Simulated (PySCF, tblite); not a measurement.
**C₅H₈F₄OSi: geometry, infrared bands and NMR shifts**

Wanted: the infrared bands and NMR shifts of C₅H₈F₄OSi (`FCC/C(=C\O[SiH3])C(F)(F)F`), by calculation.

The runs use tblite 0.8.0 and PySCF 2.14.0, with density-fitted response routines of our own; the level of theory stands in each step. All values are computed, except where a source is named. Atoms count from 0, in the outputs and in this text.

### Step 1. The molecule as given

19 atoms, charge 0, multiplicity 1; geometry from: force field or distance geometry start.

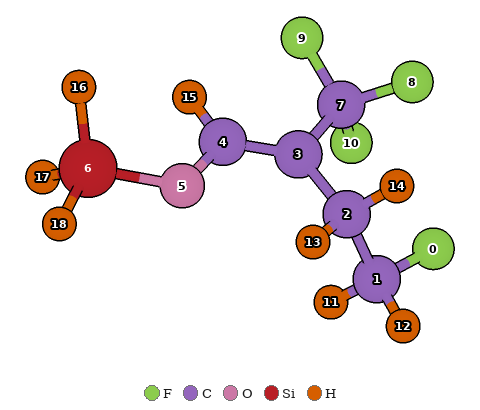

The starting geometry (fluorine green, carbon purple, oxygen pink, silicon red, hydrogen orange), atoms numbered.

### Step 2. Optimising the geometry with GFN2-xTB

The job: settings as JSON, then the geometry in Å.

```
{"job": {"kind": "relax", "xc": "GFN2-xTB", "basis": "xTB"}, "charge": 0, "multiplicity": 1}
F     -3.189300     0.618600     0.132400
C     -2.100900     1.391400    -0.093100
C     -0.943400     0.866400     0.781400
C     -0.392000    -0.441600     0.287000
C      0.870700    -0.585200    -0.141100
O      1.741000     0.470000    -0.234300
Si     3.308200     0.254200    -0.773600
C     -1.313000    -1.623100     0.386400
F     -2.015400    -1.648000     1.542700
F     -0.650800    -2.809800     0.327400
F     -2.210900    -1.646200    -0.641700
H     -1.862200     1.353800    -1.149400
H     -2.357100     2.415100     0.203300
H     -0.166500     1.636700     0.801000
H     -1.303400     0.756300     1.812900
H      1.260400    -1.542300    -0.461800
H      4.011600    -0.702900     0.124000
H      3.281400    -0.308500    -2.147000
H      4.022000     1.554200    -0.764000
```

Command:

```console
OMP_NUM_THREADS=1 python probes_run.py task.json out
```

The driver reads the jobs from task.json and runs them one after another.

Log:

```text
step      E/eV     max force
  0   -1076.33625    1.029
  1   -1076.39956    0.592
  2   -1076.43080    0.464
  3   -1076.45047    0.381
  4   -1076.46189    0.367
  5   -1076.47237    0.330
  6   -1076.48776    0.293
  7   -1076.50048    0.277
  8   -1076.50850    0.198
  9   -1076.51376    0.137
 10   -1076.51815    0.158
 11   -1076.52264    0.163
 12   -1076.52632    0.152
 13   -1076.52900    0.133
 14   -1076.53117    0.106
 15   -1076.53308    0.118
 16   -1076.53457    0.076
 17   -1076.53568    0.096
 18   -1076.53664    0.099
 19   -1076.53766    0.089
 20   -1076.53883    0.083
 21   -1076.54014    0.078
 22   -1076.54142    0.081
 23   -1076.54256    0.067
 24   -1076.54360    0.068
 25   -1076.54476    0.066
 26   -1076.54620    0.105
 27   -1076.54791    0.130
 28   -1076.54969    0.108
 29   -1076.55135    0.087
 30   -1076.55291    0.101
 31   -1076.55441    0.113
 32   -1076.55564    0.081
 33   -1076.55644    0.057
 34   -1076.55696    0.050
 35   -1076.55741    0.053
 36   -1076.55788    0.054
 37   -1076.55831    0.057
 38   -1076.55864    0.060
 39   -1076.55891    0.050
 40   -1076.55918    0.045
 41   -1076.55943    0.040
 42   -1076.55962    0.026
 43   -1076.55973    0.020
 44   -1076.55979    0.019
 45   -1076.55983    0.016
 46   -1076.55986    0.013
 47   -1076.55989    0.014
 48   -1076.55995    0.021
 49   -1076.56003    0.024
 50   -1076.56012    0.023
 51   -1076.56021    0.022
 52   -1076.56032    0.029
 53   -1076.56047    0.031
 54   -1076.56066    0.036
 55   -1076.56086    0.031
 56   -1076.56102    0.030
 57   -1076.56117    0.032
 58   -1076.56131    0.031
 59   -1076.56145    0.025
 60   -1076.56154    0.024
 61   -1076.56162    0.023
 62   -1076.56172    0.029
 63   -1076.56186    0.034
 64   -1076.56202    0.031
 65   -1076.56218    0.034
 66   -1076.56235    0.037
 67   -1076.56260    0.043
 68   -1076.56293    0.051
 69   -1076.56326    0.041
 70   -1076.56348    0.032
 71   -1076.56365    0.030
 72   -1076.56378    0.032
 73   -1076.56391    0.031
 74   -1076.56404    0.025
 75   -1076.56415    0.032
 76   -1076.56425    0.022
 77   -1076.56435    0.022
 78   -1076.56444    0.024
 79   -1076.56452    0.019
 80   -1076.56459    0.020
 81   -1076.56464    0.018
 82   -1076.56470    0.018
 83   -1076.56476    0.017
 84   -1076.56485    0.024
 85   -1076.56497    0.029
 86   -1076.56514    0.031
 87   -1076.56534    0.032
 88   -1076.56555    0.034
 89   -1076.56574    0.034
 90   -1076.56596    0.029
 91   -1076.56613    0.028
 92   -1076.56624    0.024
 93   -1076.56633    0.023
 94   -1076.56643    0.021
 95   -1076.56652    0.023
 96   -1076.56663    0.024
 97   -1076.56674    0.029
 98   -1076.56692    0.033
 99   -1076.56713    0.028
100   -1076.56736    0.028
101   -1076.56748    0.029
102   -1076.56762    0.029
103   -1076.56775    0.049
104   -1076.56796    0.049
105   -1076.56840    0.041
106   -1076.56869    0.049
107   -1076.56909    0.037
108   -1076.56869    0.128
109   -1076.56950    0.037
110   -1076.56966    0.026
111   -1076.56991    0.036
112   -1076.57000    0.032
113   -1076.57018    0.023
114   -1076.57027    0.031
115   -1076.57037    0.021
116   -1076.57044    0.016
117   -1076.57047    0.013
118   -1076.57050    0.014
119   -1076.57054    0.018
120   -1076.57059    0.014
121   -1076.57061    0.012
122   -1076.57065    0.013
123   -1076.57069    0.014
124   -1076.57074    0.015
125   -1076.57079    0.015
126   -1076.57083    0.015
127   -1076.57087    0.016
128   -1076.57090    0.019
129   -1076.57094    0.017
130   -1076.57100    0.012
131   -1076.57104    0.014
132   -1076.57108    0.014
133   -1076.57112    0.017
134   -1076.57117    0.012
135   -1076.57120    0.011
136   -1076.57121    0.005
```

Wall time 1.7 s (1 thread of Intel Xeon Platinum 8488C, shared host).

Relaxation path: (not every step is listed)

```tsv
step	energy from step 0 (eV)	largest force (eV/Å)
0	0.0000	1.0291
1	-0.0633	0.5924
2	-0.0946	0.4640
3	-0.1142	0.3814
4	-0.1256	0.3668
5	-0.1361	0.3305
6	-0.1515	0.2929
7	-0.1642	0.2770
8	-0.1722	0.1984
20	-0.2026	0.0825
32	-0.2194	0.0812
44	-0.2235	0.0192
56	-0.2248	0.0297
68	-0.2267	0.0507
80	-0.2283	0.0203
92	-0.2300	0.0237
104	-0.2317	0.0493
116	-0.2342	0.0164
128	-0.2346	0.0188
131	-0.2348	0.0143
132	-0.2348	0.0144
133	-0.2349	0.0169
134	-0.2349	0.0122
135	-0.2350	0.0114
136	-0.2350	0.0050
```

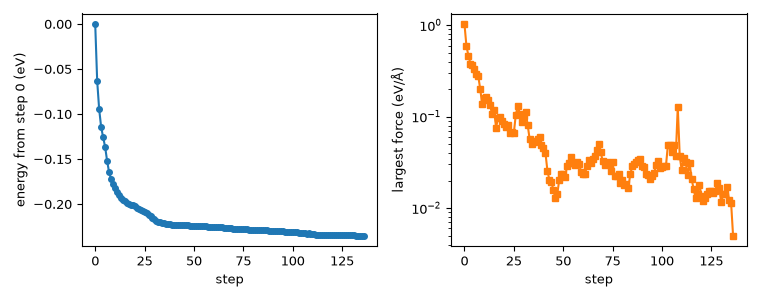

Energy and force, step by step.

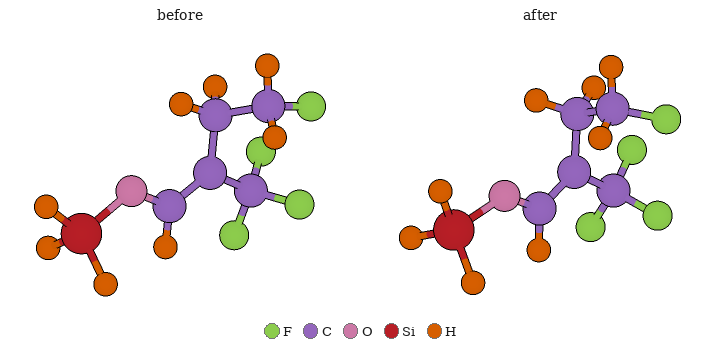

The geometry before (left) and after (right).

Distances of close pairs at the start and the end, largest changes first:

```tsv
bond	before (Å)	after (Å)	change (Å)
C4–O5	1.371	1.329	-0.042
Si6–H18	1.483	1.453	-0.031
O5–Si6	1.671	1.643	-0.029
Si6–H16	1.489	1.462	-0.027
Si6–H17	1.484	1.462	-0.022
C7–F10	1.365	1.344	-0.021
F0–C1	1.354	1.370	+0.016
C7–F8	1.353	1.337	-0.016
```

The next job starts from the end point, and lists it.

### Step 3. Harmonic vibrations with GFN2-xTB

The job: settings as JSON, then the geometry in Å.

```
{"job": {"kind": "ir", "xc": "GFN2-xTB", "basis": "xTB"}, "charge": 0, "multiplicity": 1}
F     -2.789766     0.983230    -0.562441
C     -1.625315     1.571080    -0.143929
C     -0.961480     0.736314     0.951763
C     -0.460593    -0.580617     0.426062
C      0.715738    -0.716128    -0.193069
O      1.540857     0.310960    -0.370725
Si     3.084031     0.394644    -0.927348
C     -1.343443    -1.787452     0.537311
F     -2.226137    -1.704187     1.538343
F     -0.632705    -2.913388     0.758274
F     -2.051161    -2.026353    -0.580369
H     -0.977734     1.658530    -1.021526
H     -1.892123     2.563397     0.233631
H     -0.111582     1.304680     1.331758
H     -1.678125     0.572331     1.757159
H      1.038489    -1.680867    -0.567777
H      3.975597    -0.278835     0.014949
H      3.178005    -0.239897    -2.241222
H      3.207644     1.841809    -0.948305
```

Log:

```text
mode    cm-1     km/mol
  1       6.8      0.82
  2      17.8      0.43
  3      31.8      0.66
  4      71.3      2.21
  5      80.9      3.35
  6      87.6      0.17
  7     156.2      0.79
  8     203.6      4.17
  9     225.4      5.31
 10     273.8      2.35
 11     322.6     14.59
 12     342.2      4.23
 13     374.2     10.04
 14     411.6      7.16
 15     482.7      0.60
 16     521.9      3.27
 17     593.3     40.66
 18     595.5     36.67
 19     629.8     37.36
 20     639.2     45.60
 21     738.7    211.97
 22     757.6     23.42
 23     792.7    235.39
 24     813.9      3.67
 25     817.8    498.68
 26     863.2      0.80
 27     884.8     13.01
 28     945.9     10.34
 29    1027.0    315.70
 30    1043.9     65.34
 31    1061.4    181.21
 32    1075.6     70.84
 33    1081.3    341.23
 34    1175.6     26.48
 35    1216.0    142.75
 36    1232.7    292.43
 37    1288.7     40.20
 38    1309.2      0.37
 39    1324.0      8.66
 40    1351.3     15.50
 41    1438.9      4.36
 42    1444.0      1.71
 43    1690.6    198.81
 44    2265.3    353.43
 45    2289.0    174.79
 46    2365.1    215.54
 47    2948.8     28.37
 48    2959.0     22.18
 49    2998.0     11.82
 50    3011.8      7.92
 51    3031.4     24.61
```

Run time: 0.97 s. Hardware: 1 thread of Intel Xeon Platinum 8488C, shared host.

Which atoms move in the most intense modes:

```tsv
cm⁻¹	km/mol	atoms
739	212.0	H18 60 %, H17 17 %, H16 17 %
793	235.4	H16 38 %, H17 37 %, H18 18 %
818	498.7	H16 29 %, H17 29 %, H18 17 %, Si6 15 %
1027	315.7	C7 73 %, F10 14 %
1081	341.2	C7 53 %, F8 19 %
1233	292.4	O5 22 %, H13 19 %, C4 17 %, C3 13 %
2265	353.4	H17 55 %, H16 41 %
2365	215.5	H18 97 %
```

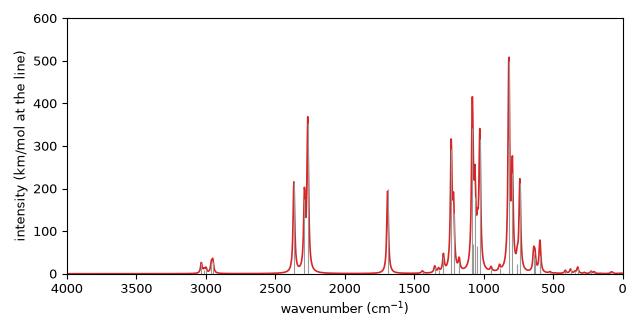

The infrared spectrum from these modes, unscaled. Lines are broadened to a width of 14 cm⁻¹ (Lorentzian).

### Step 4. NMR shieldings: PBE0/pcSseg-1

Settings changed since step 3:

```diff
@@ -1,2 +1,2 @@
-{"job": {"kind": "ir", "xc": "GFN2-xTB", "basis": "xTB"}, "charge": 0, "multiplicity": 1}
+{"job": {"kind": "nmr", "xc": "PBE0", "basis": "pcSseg-1"}, "charge": 0, "multiplicity": 1}
 F     -2.789766     0.983230    -0.562441
```

With the program's defaults for keys left out, this is: GIAO PBE0/pcSseg-1 NMR shielding, non-relativistic, gas phase.

Log:

```text
coarse grid: 17448 points
cycle   1  E = -958.2554761322  dE =  1.668e+00  |g| = 1.110e+00  |ddm| = 3.940e+00
cycle   2  E = -958.0147212853  dE =  2.408e-01  |g| = 1.677e+00  |ddm| = 1.837e+00
cycle   3  E = -958.4546071818  dE = -4.399e-01  |g| = 1.692e-01  |ddm| = 1.292e+00
cycle   4  E = -958.4593007335  dE = -4.694e-03  |g| = 9.068e-02  |ddm| = 2.296e-01
cycle   5  E = -958.4610908254  dE = -1.790e-03  |g| = 1.510e-02  |ddm| = 8.107e-02
cycle   6  E = -958.4611346505  dE = -4.383e-05  |g| = 5.443e-03  |ddm| = 1.541e-02
cycle   7  E = -958.4611407822  dE = -6.132e-06  |g| = 1.066e-03  |ddm| = 4.532e-03
final grid: 168568 points
cycle   8  E = -958.5619119418  dE = -6.226e-05  |g| = 1.046e-02  |ddm| = 3.404e-02
cycle   9  E = -958.5618873579  dE =  2.458e-05  |g| = 1.583e-02  |ddm| = 1.893e-02
cycle  10  E = -958.5619318475  dE = -4.449e-05  |g| = 1.805e-03  |ddm| = 1.234e-02
cycle  11  E = -958.5619325450  dE = -6.975e-07  |g| = 5.248e-04  |ddm| = 1.942e-03
cycle  12  E = -958.5619326019  dE = -5.688e-08  |g| = 1.611e-04  |ddm| = 5.301e-04
cycle  13  E = -958.5619326070  dE = -5.073e-09  |g| = 3.889e-05  |ddm| = 1.553e-04
cycle  14  E = -958.5619326072  dE = -2.824e-10  |g| = 1.049e-05  |ddm| = 3.865e-05
converged SCF energy = -958.5619326072

GIAO shielding tensors (ppm)
atom      isotropic    diamagn.    paramagn.     s11        s22        s33       span
  0 F      412.537     472.871     -60.334    375.429    405.499    456.683     81.253
  1 C       99.353     242.051    -142.698     68.490     84.573    144.996     76.506
  2 C      156.868     246.409     -89.541    143.744    151.902    174.957     31.213
  3 C       62.855     265.481    -202.627    -35.291     85.423    138.432    173.723
  4 C       33.750     251.127    -217.377    -65.507     57.994    108.764    174.271
  5 O      238.061     401.872    -163.810    124.182    225.637    364.365    240.183
  6 Si     379.489     880.084    -500.595    338.281    345.480    454.706    116.425
  7 C       52.790     241.315    -188.524     50.533     53.124     54.714      4.181
  8 F      257.508     472.134    -214.626    182.641    258.276    331.608    148.967
  9 F      250.867     474.710    -223.843    170.346    230.412    351.843    181.497
 10 F      230.477     474.627    -244.150    144.620    218.442    328.368    183.749
 11 H       27.047      30.203      -3.157     22.078     28.148     30.914      8.836
 12 H       26.869      27.981      -1.111     22.208     27.190     31.210      9.001
 13 H       29.087      31.601      -2.514     24.476     28.721     34.065      9.589
 14 H       28.928      30.086      -1.158     24.326     29.099     33.360      9.034
 15 H       24.531      31.978      -7.447     20.435     23.038     30.119      9.684
 16 H       26.645      28.649      -2.004     23.295     24.976     31.664      8.369
 17 H       26.551      28.830      -2.278     23.333     25.117     31.205      7.872
 18 H       26.672      29.316      -2.643     22.754     25.758     31.506      8.751
```

Run time: 78 s. Hardware: 1 thread of Intel Xeon Platinum 8488C, shared host; peak memory 1.1 GiB.

Shifts follow as δ = σ(reference) − σ, with reference shieldings (ppm) from runs at the same level and on the same kind of geometry: 1H TMS 31.72, 13C TMS 186.9, 29Si TMS 349.2, 19F CFCl3 170.9, 17O H2O 336.1. The references are single molecules in the gas phase, so shifts against H2O, NH3, PH3, H3PO4 or CFCl3 are not on the usual liquid scales and can be off by tens of ppm. Atoms listed in one row are averaged.

```tsv
atoms	environment	σ (ppm)	δ (ppm)	δ scaled to CDCl3
C4	alkene carbon bearing oxygen	33.8	153.2	147.6
C7	CF3 carbon	52.8	134.1	129.0
C3	β carbon of an enol-ether or enamine type C=C	62.9	124.1	119.2
C1	sp3 CH2 bonded to F	99.4	87.6	83.6
C2	allylic sp3 CH2	156.9	30.1	27.4
H15	hydrogen on an alkene carbon bearing oxygen	24.53	7.19	6.88
H16, H17, H18	hydrogen on a silicon bonded to O	26.62	5.09	–
H11, H12	hydrogen on an sp3 CH2 bonded to F	26.96	4.76	4.59
H13, H14	hydrogen on an allylic sp3 CH2	29.01	2.71	2.66
F8, F9, F10	fluorine of a CF3 group	246.3	-75.3	–
F0	fluorine on an sp3 carbon	412.5	-241.6	–
O5	oxygen bonded to C, Si	238.1	98.0	–
Si6	silicon bonded to O, 3 H	379.5	-30.3	–
```

The scaled column applies a straight-line fit of computed shieldings to shifts measured in CDCl3, and one for carbons that bear F (root-mean-square error 0.16 ppm for H, 1.9 ppm for C).

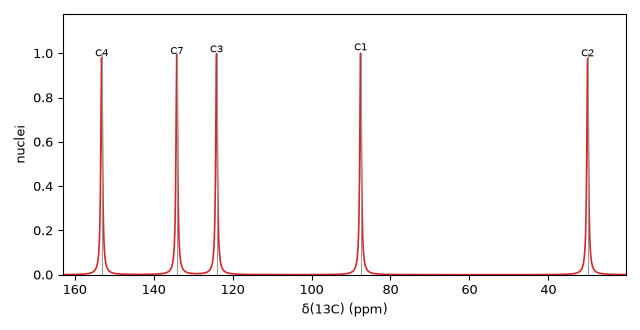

13C lines at the computed shifts, without couplings. Lines are broadened to a width of 0.49 ppm (Lorentzian).

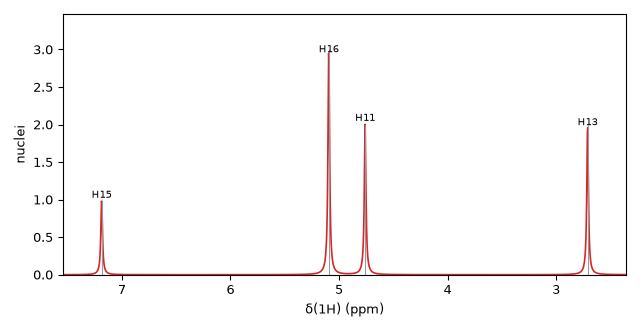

1H lines at the computed shifts, without couplings. Lines are broadened to a width of 0.02 ppm (Lorentzian).

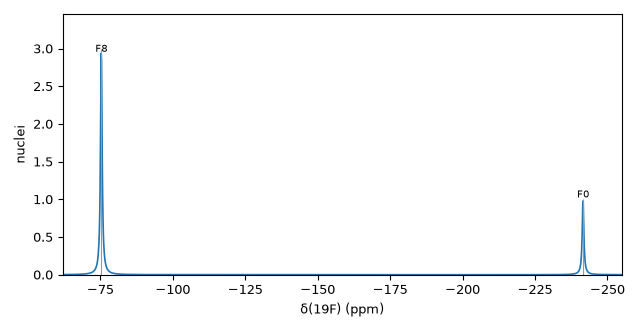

19F lines at the computed shifts, without couplings. Lines are broadened to a width of 0.67 ppm (Lorentzian).

The run also stored atomic charges by several schemes (e):

```tsv
atoms	Mulliken	IAO	Hirshfeld	ESP fit
F0	-0.34	-0.33	-0.12	-0.22
C1	0.19	0.05	0.02	0.06
C2	-0.16	-0.28	-0.09	-0.12
C3	-0.54	-0.12	-0.06	-0.26
C4	0.35	0.08	0.04	0.05
O5	-0.60	-0.57	-0.18	-0.26
Si6	0.69	0.88	0.41	0.60
C7	0.90	0.80	0.25	0.58
F8, F9, F10	-0.27	-0.29	-0.10	-0.20
```

Mulliken charges:

F0 -0.34; C1 0.19; C2 -0.16; C3 -0.54; C4 0.35; O5 -0.60; Si6 0.69; C7 0.90; F8 -0.27; F9 -0.28; F10 -0.27; H11 0.11; H12 0.10; H13 0.14; H14 0.15; H15 0.11; H16 -0.09; H17 -0.10; H18 -0.10

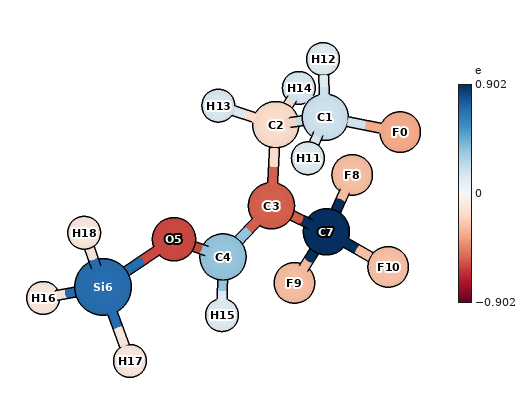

Mulliken charges, as colours on the atoms.

Mayer bond orders: F0–C1 0.90, C1–C2 1.02, C2–C3 1.05, C3–C4 1.78, C4–O5 1.01, O5–Si6 0.87, C3–C7 1.01, C7–F8 0.99, C7–F9 0.98, C7–F10 1.01.

The fields below are evaluated on a grid from the run's orbitals.

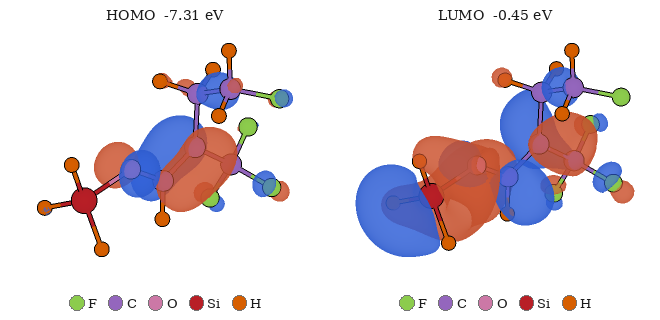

PBE0/pcSseg-1 orbitals near the gap, drawn at the value that encloses 70 % of each; the two colours are the two signs.

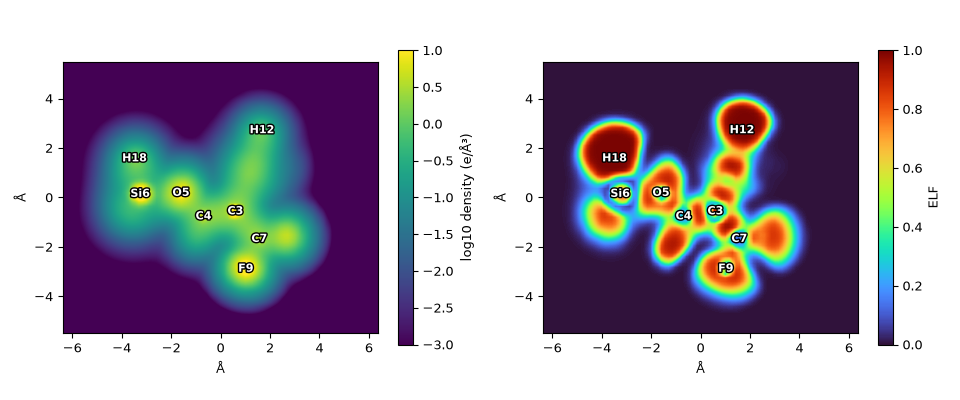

Density (left) and ELF (right) in a plane through or near 8 of the atoms.

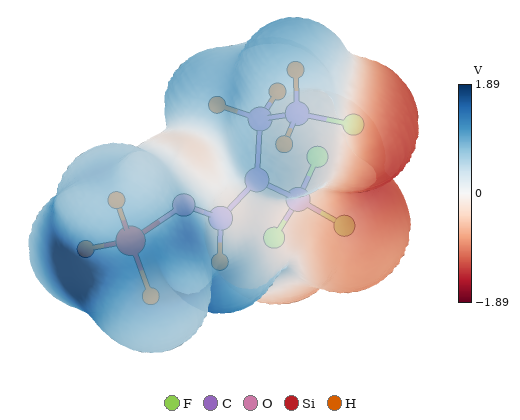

The potential that a unit positive charge feels on the 0.002 e/bohr³ surface, from the 1st to the 99th percentile, from -1.31 V near F0 to 1.89 V near H17.

### Step 5. Outcome

| quantity | value |
| --- | --- |
| strongest single infrared mode (GFN2-xTB) | 818 cm⁻¹, 499 km/mol |
| zero-point energy (GFN2-xTB) | 76.2 kcal/mol |
| 13C shifts against TMS (PBE0/pcSseg-1) | 153.2, 134.1, 124.1, 87.6, 30.1 ppm |
| 1H shifts against TMS (PBE0/pcSseg-1, means over atoms taken as alike) | 7.19, 5.09, 4.76, 2.71 ppm |
| 19F shifts against CFCl3 (PBE0/pcSseg-1, means over atoms taken as alike) | -75.3, -241.6 ppm |
| 17O shifts against H2O (PBE0/pcSseg-1) | 98.0 ppm |
| 29Si shifts against TMS (PBE0/pcSseg-1) | -30.3 ppm |
| surface potential, 1st and 99th percentile | -1.31 V and 1.89 V |

**Reading.** Over 136 steps the energy fell by 0.235 eV; of the close pairs, C4–O5 changed most, 1.371 to 1.329 Å. No mode is imaginary among the 51: a minimum at this level. Unscaled tight-binding wavenumbers are off by several per cent, some by more. Its intensities can rank the bands wrongly. C4 (alkene carbon bearing oxygen) lies farthest downfield among carbon, at 153.2 ppm; an sp2 carbon further deshielded by the attached heteroatom. H15 (hydrogen on an alkene carbon bearing oxygen) lies farthest downfield among hydrogen, at 7.19 ppm; olefinic region. At PBE0/pcSseg-1: Shielding is most anisotropic at O5 (span 240 ppm, paramagnetic term -164 ppm). By nearest atom (PBE0/pcSseg-1), the HOMO sits on C3 36 %; C4 21 % and the LUMO on C4 21 %; C3 17 %.
